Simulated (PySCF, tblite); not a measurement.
**C₃H₅F₃OS: dynamics, then NMR shifts on frames, part 1 of 2**

How do NMR shifts of C₃H₅F₃OS (`C[S@@](=O)[C@H](F)C(F)F`) change as the atoms move?

Computed with tblite 0.8.0 and PySCF 2.14.0, with density-fitted response routines of our own, on a single molecule in the gas phase. Atoms count from 0, in the outputs and in this text.

## 1. The molecule as given

13 atoms, charge 0, multiplicity 1; geometry from: GFN2-xTB.

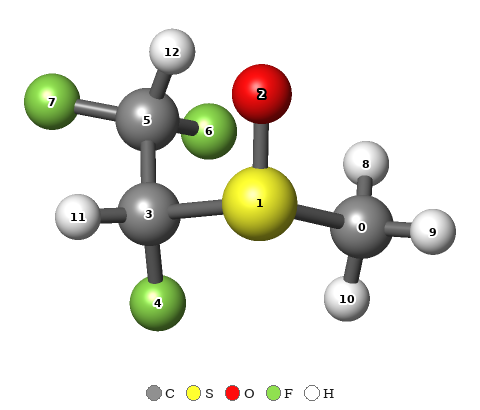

As it starts; carbon grey, sulfur yellow, oxygen red, fluorine green, hydrogen white, atoms numbered; sticks join atoms by distance.

## 2. Thermal motion with GFN2-xTB

Job settings and geometry (Å):

```
{"job": {"kind": "md", "xc": "GFN2-xTB", "basis": "xTB", "temperature": 300, "steps": 2000, "every": 50, "frames": 5}, "charge": 0, "multiplicity": 1}
C      1.714001     0.638156    -0.007631
S      1.059372    -1.076420     0.021827
O      0.747367    -1.376207     1.415481
C     -0.653353    -0.649967    -0.706571
F     -0.490871     0.061470    -1.854765
C     -1.483102     0.089076     0.336593
F     -1.253544     1.418479     0.305374
F     -2.807217    -0.078857     0.117611
H      1.170044     1.257496     0.696315
H      2.757589     0.580817     0.284739
H      1.631972     1.025397    -1.016545
H     -1.147067    -1.595897    -0.955137
H     -1.249578    -0.293057     1.344980
```

Level: GFN2-xTB Langevin dynamics, gas phase.

Command:

```sh
OMP_NUM_THREADS=1 python probes_run.py task.json out
```

This one command runs all jobs of the session in turn.

What it wrote:

```text
t/fs     T/K      E/eV
    0.0   250.0   -828.53477
   25.0   156.9   -828.35559
   50.0   230.7   -828.29384
   75.0   207.8   -828.25724
  100.0   228.9   -828.26166
  125.0   238.6   -828.16698
  150.0   246.9   -828.26442
  175.0   298.3   -828.10397
  200.0   286.1   -828.04475
  225.0   378.1   -827.97760
  250.0   477.3   -828.10473
  275.0   344.5   -828.05545
  300.0   301.7   -828.02046
  325.0   326.9   -827.94607
  350.0   401.0   -828.06741
  375.0   277.0   -828.01508
  400.0   369.9   -828.12281
  425.0   296.3   -827.94521
  450.0   362.6   -828.10958
  475.0   280.1   -828.02561
  500.0   276.2   -828.06954
  525.0   412.0   -828.23383
  550.0   302.0   -827.94346
  575.0   382.7   -828.20478
  600.0   245.7   -828.03151
  625.0   256.8   -827.98150
  650.0   305.9   -827.99724
  675.0   262.3   -828.07730
  700.0   235.8   -827.83868
  725.0   303.7   -828.00778
  750.0   165.1   -827.77096
  775.0   282.8   -827.95852
  800.0   297.5   -827.98170
  825.0   230.0   -828.08418
  850.0   368.5   -828.19723
  875.0   406.6   -828.14822
  900.0   294.3   -828.11505
  925.0   262.2   -828.14771
  950.0   242.1   -828.23542
  975.0   157.5   -828.06929
 1000.0   256.6   -828.11837
```

It took 11 s on 1 thread of Arm Neoverse V1, shared host; peak memory 0.18 GiB.

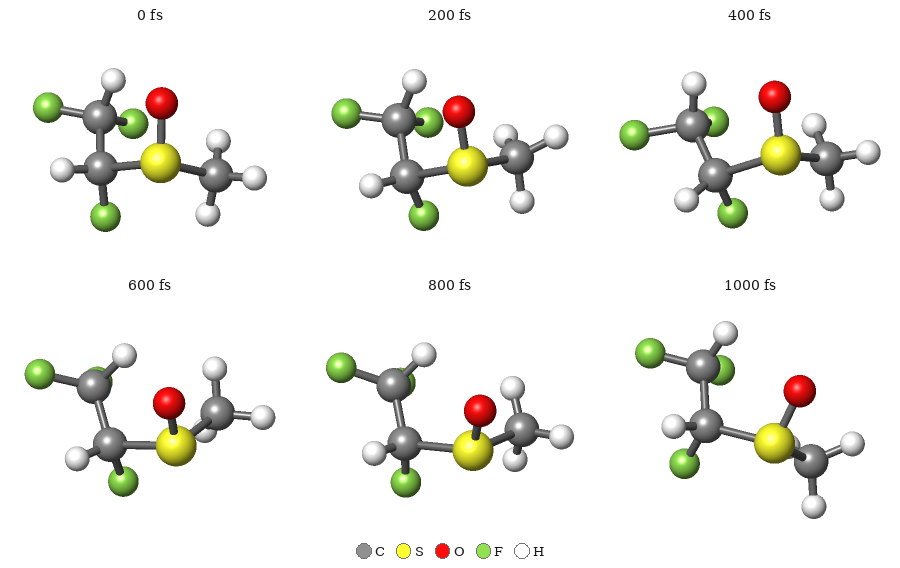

Frames of the run.

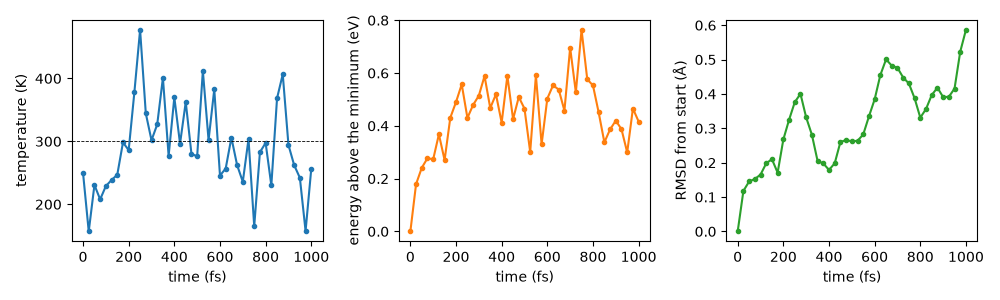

Temperature, potential energy and distance from the start.

Positions (Å) and forces (eV/Å) at 1000 fs:

```xyz
13

C     0.481    0.583   -0.495   -0.340    0.931   -1.006
S     0.295   -1.188   -0.163    1.054   -0.326   -0.852
O     0.566   -1.297    1.258   -0.354   -0.186    0.578
C    -1.542   -1.322   -0.366   -1.583   -0.505    0.276
F    -2.076   -0.745   -1.498    0.617    0.415    0.353
C    -2.354   -0.859    0.878   -0.081    1.956   -1.797
F    -2.597    0.514    0.755    0.534   -0.712    0.224
F    -3.558   -1.378    0.783   -1.180   -0.814    0.189
H     1.208    0.954    0.220   -0.174    0.088    0.021
H     0.810    0.821   -1.523    0.131   -0.555    0.462
H    -0.487    1.074   -0.433    0.102    0.108    0.479
H    -1.830   -2.378   -0.521    0.498   -0.096    0.364
H    -1.970   -1.024    1.857    0.777   -0.304    0.708
```

## 3. NMR shieldings: 250 fs, PBE0/pcSseg-1

Job settings and geometry (Å):

```
{"job": {"kind": "nmr", "xc": "PBE0", "basis": "pcSseg-1", "pop": false}, "charge": 0, "multiplicity": 1}
C      1.398800     0.732000     0.575100
S      0.967800    -0.966700     0.153000
O      0.487600    -1.637200     1.344600
C     -0.692000    -0.659500    -0.763500
F     -0.500300     0.228400    -1.753800
C     -1.839500    -0.246800     0.201400
F     -1.771200     1.061800     0.464100
F     -3.075800    -0.623000    -0.194200
H      0.539900     1.384400     0.639200
H      1.726500     0.676200     1.630500
H      2.129600     1.211600    -0.025100
H     -1.130700    -1.590700    -1.172400
H     -1.732300    -0.676800     1.161100
```

Method: GIAO PBE0/pcSseg-1 NMR shielding, non-relativistic, gas phase.

What it wrote:

```text
coarse grid: 12328 points
cycle   1  E = -889.1691859438  dE =  1.433e+00  |g| = 1.155e+00  |ddm| = 3.324e+00
cycle   2  E = -888.1663851645  dE =  1.003e+00  |g| = 2.502e+00  |ddm| = 3.708e+00
cycle   3  E = -889.3755252147  dE = -1.209e+00  |g| = 3.934e-01  |ddm| = 3.249e+00
cycle   4  E = -889.4028224215  dE = -2.730e-02  |g| = 1.470e-01  |ddm| = 4.655e-01
cycle   5  E = -889.4061908555  dE = -3.368e-03  |g| = 2.857e-02  |ddm| = 1.067e-01
cycle   6  E = -889.4063499014  dE = -1.590e-04  |g| = 1.089e-02  |ddm| = 3.069e-02
cycle   7  E = -889.4063736493  dE = -2.375e-05  |g| = 1.572e-03  |ddm| = 8.596e-03
cycle   8  E = -889.4063741522  dE = -5.029e-07  |g| = 5.795e-04  |ddm| = 2.513e-03
final grid: 118256 points
cycle   9  E = -889.4857874581  dE = -3.872e-05  |g| = 1.030e-02  |ddm| = 2.760e-02
cycle  10  E = -889.4857494717  dE =  3.799e-05  |g| = 1.717e-02  |ddm| = 2.501e-02
cycle  11  E = -889.4858087077  dE = -5.924e-05  |g| = 2.406e-03  |ddm| = 1.730e-02
cycle  12  E = -889.4858097818  dE = -1.074e-06  |g| = 3.173e-04  |ddm| = 2.092e-03
cycle  13  E = -889.4858097952  dE = -1.346e-08  |g| = 1.500e-04  |ddm| = 3.030e-04
cycle  14  E = -889.4858097985  dE = -3.297e-09  |g| = 3.634e-05  |ddm| = 1.245e-04
cycle  15  E = -889.4858097988  dE = -3.047e-10  |g| = 7.581e-06  |ddm| = 4.519e-05
converged SCF energy = -889.4858097988

GIAO shielding tensors (ppm)
atom      isotropic    diamagn.    paramagn.     s11        s22        s33       span
  0 C      153.131     255.033    -101.903    108.771    156.395    194.226     85.455
  1 S      159.310    1051.284    -891.973    -10.453     79.679    408.704    419.157
  2 O      278.937     397.218    -118.281     45.769    279.440    511.602    465.834
  3 C       78.900     247.129    -168.229     59.968     65.599    111.133     51.166
  4 F      403.889     473.671     -69.782    367.056    382.556    462.056     95.001
  5 C       73.494     244.013    -170.519     47.247     74.947     98.288     51.041
  6 F      334.075     473.734    -139.658    221.821    322.024    458.380    236.559
  7 F      321.758     468.780    -147.022    169.857    340.555    454.861    285.004
  8 H       28.172      31.896      -3.724     23.312     29.282     31.922      8.610
  9 H       29.343      28.781       0.561     26.178     27.186     34.665      8.487
 10 H       29.929      30.124      -0.195     26.378     27.085     36.325      9.947
 11 H       25.954      28.896      -2.942     24.219     25.882     27.760      3.542
 12 H       25.799      30.725      -4.926     22.511     26.140     28.744      6.233
```

Wall time 24 s (1 thread of Arm Neoverse V1, shared host); peak memory 0.75 GiB.

The references, computed at this level on geometries of the same kind, shield at (ppm): 1H TMS 31.72, 13C TMS 186.9, 19F CFCl3 170.9, 17O H2O 336.1, 33S CS2 504. Their shielding less the atom's gives the shift. The references are single molecules in the gas phase, so shifts against H2O, NH3, PH3, H3PO4 or CFCl3 are not on the usual liquid scales and can be off by tens of ppm. Each atom is listed at this fixed geometry, with no averaging over motion; a spectrum would average atoms that exchange fast.

```
atoms                              environment  σ (ppm)  δ (ppm)
   C5                     sp3 CH bonded to 2 F     73.5    113.4
   C3                 sp3 CH bonded to F and S     78.9    108.0
   C0                methyl carbon bonded to S    153.1     33.8
  H12      hydrogen on an sp3 CH bonded to 2 F    25.80     5.92
  H11  hydrogen on an sp3 CH bonded to F and S    25.95     5.76
   H8  hydrogen on a methyl carbon bonded to S    28.17     3.54
   H9  hydrogen on a methyl carbon bonded to S    29.34     2.37
  H10  hydrogen on a methyl carbon bonded to S    29.93     1.79
   S1                         sulfoxide sulfur      159      344
   O2                               S=O oxygen    278.9     57.1
   F7                  fluorine of a CF2 group    321.8   -150.8
   F6                  fluorine of a CF2 group    334.1   -163.1
   F4                fluorine on an sp3 carbon    403.9   -232.9
```

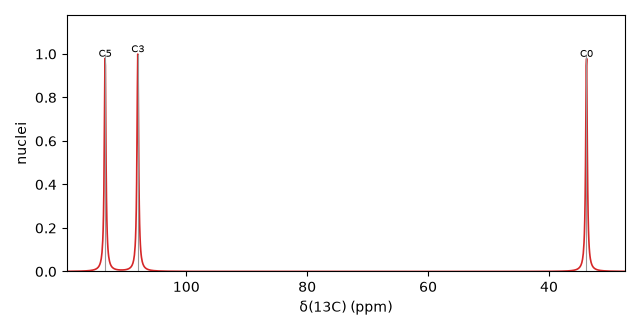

13C lines at the computed shifts, without couplings. Lines are broadened to a width of 0.32 ppm (Lorentzian).

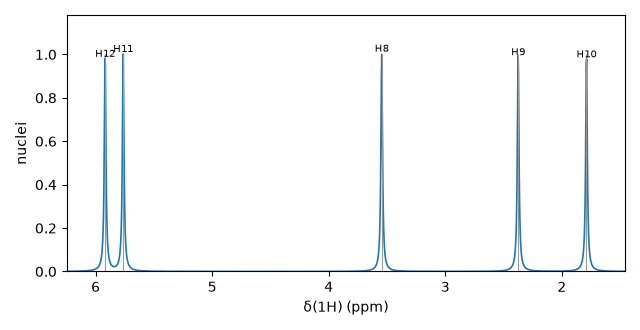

1H lines at the computed shifts, without couplings. Lines are broadened to a width of 0.02 ppm (Lorentzian).

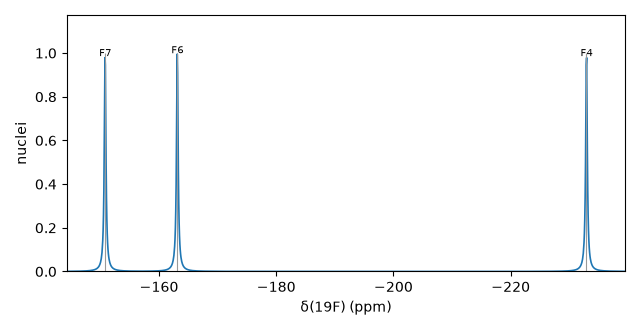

19F lines at the computed shifts, without couplings. Lines are broadened to a width of 0.33 ppm (Lorentzian).

The fields below are evaluated on a grid from the run's orbitals.

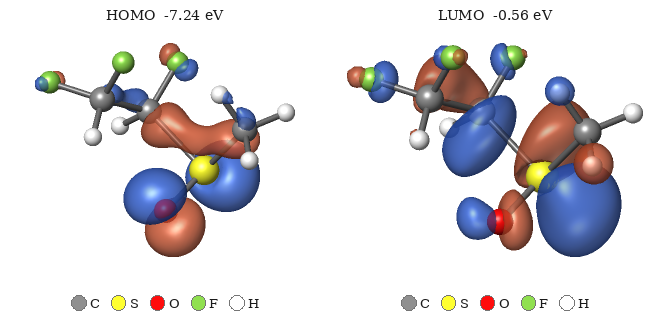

PBE0/pcSseg-1 orbitals near the gap, drawn at the value that encloses 70 % of each; the two colours are the two signs.

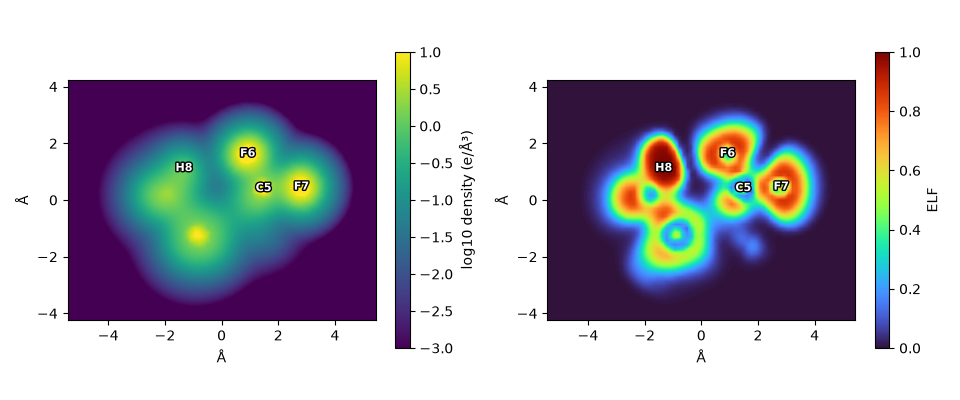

Density (left) and ELF (right) in a plane through or near 4 of the atoms.

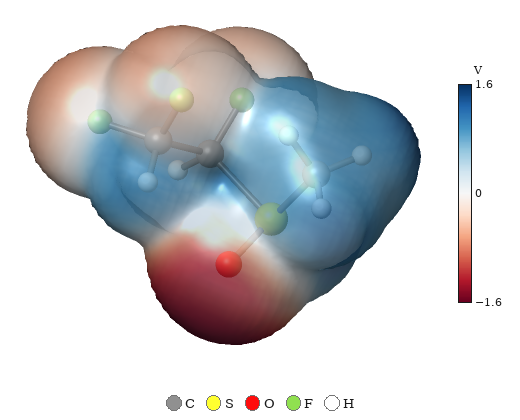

The potential that a unit positive charge feels on the 0.002 e/bohr³ surface, from the 1st to the 99th percentile, from -1.60 V near O2 to 1.37 V near H11.

## 4. Nuclear shieldings: 425 fs, PBE0/pcSseg-1

Job settings and geometry (Å):

```
{"job": {"kind": "nmr", "xc": "PBE0", "basis": "pcSseg-1", "pop": false}, "charge": 0, "multiplicity": 1}
C      0.989800     0.663400     0.737600
S      0.714300    -1.121900     0.414800
O      0.311800    -1.585900     1.744700
C     -0.901000    -0.894500    -0.552600
F     -0.720200    -0.008000    -1.532300
C     -2.124700    -0.583300     0.287900
F     -2.404200     0.777000     0.388100
F     -3.212700    -1.154900    -0.237500
H      0.065500     1.052000     0.978700
H      1.836400     0.929800     1.426200
H      1.283500     1.032100    -0.177000
H     -0.928000    -1.862600    -1.118300
H     -2.062300    -1.044900     1.369800
```

Method: GIAO PBE0/pcSseg-1 NMR shielding, non-relativistic, gas phase.

What it wrote:

```text
coarse grid: 12328 points
cycle   1  E = -889.1349903331  dE =  1.395e+00  |g| = 1.202e+00  |ddm| = 3.302e+00
cycle   2  E = -887.9049052441  dE =  1.230e+00  |g| = 2.716e+00  |ddm| = 4.027e+00
cycle   3  E = -889.3616650085  dE = -1.457e+00  |g| = 4.288e-01  |ddm| = 3.546e+00
cycle   4  E = -889.3935858126  dE = -3.192e-02  |g| = 1.700e-01  |ddm| = 5.228e-01
cycle   5  E = -889.3981570299  dE = -4.571e-03  |g| = 3.116e-02  |ddm| = 1.266e-01
cycle   6  E = -889.3983484013  dE = -1.914e-04  |g| = 1.208e-02  |ddm| = 3.310e-02
cycle   7  E = -889.3983767674  dE = -2.837e-05  |g| = 2.173e-03  |ddm| = 1.009e-02
cycle   8  E = -889.3983776682  dE = -9.008e-07  |g| = 7.516e-04  |ddm| = 3.109e-03
final grid: 118256 points
cycle   9  E = -889.4774398344  dE = -3.684e-05  |g| = 1.031e-02  |ddm| = 2.632e-02
cycle  10  E = -889.4773989708  dE =  4.086e-05  |g| = 1.758e-02  |ddm| = 2.455e-02
cycle  11  E = -889.4774609627  dE = -6.199e-05  |g| = 2.348e-03  |ddm| = 1.741e-02
cycle  12  E = -889.4774620085  dE = -1.046e-06  |g| = 3.333e-04  |ddm| = 2.171e-03
cycle  13  E = -889.4774620251  dE = -1.661e-08  |g| = 1.343e-04  |ddm| = 3.321e-04
cycle  14  E = -889.4774620277  dE = -2.593e-09  |g| = 4.450e-05  |ddm| = 1.146e-04
cycle  15  E = -889.4774620282  dE = -4.507e-10  |g| = 5.960e-06  |ddm| = 5.110e-05
converged SCF energy = -889.4774620282

GIAO shielding tensors (ppm)
atom      isotropic    diamagn.    paramagn.     s11        s22        s33       span
  0 C      150.700     255.660    -104.961    114.761    146.372    190.967     76.206
  1 S      158.116    1052.124    -894.008     10.269     80.793    383.288    373.019
  2 O      280.680     395.904    -115.224     44.972    298.986    498.083    453.111
  3 C       85.140     248.180    -163.040     62.564     84.833    108.024     45.459
  4 F      413.143     475.122     -61.978    368.444    407.331    463.653     95.209
  5 C       67.934     237.475    -169.541     46.871     59.062     97.867     50.996
  6 F      308.430     472.180    -163.750    171.364    345.939    407.989    236.625
  7 F      314.180     466.853    -152.673    174.513    315.286    452.741    278.228
  8 H       29.801      33.355      -3.554     24.588     31.465     33.350      8.762
  9 H       28.161      28.323      -0.162     25.144     25.606     33.733      8.589
 10 H       31.552      33.695      -2.143     27.032     30.628     36.996      9.964
 11 H       25.105      28.793      -3.688     23.305     24.048     27.961      4.656
 12 H       23.539      25.284      -1.745     19.993     23.697     26.926      6.933
```

Wall time 18 s (1 thread of Arm Neoverse V1, shared host); peak memory 0.86 GiB.

In short: δ C5 119.0, C3 101.8, C0 36.2, S1 346, H12 8.18, H11 6.61 ppm.

(Continued in part 2 of 2.)
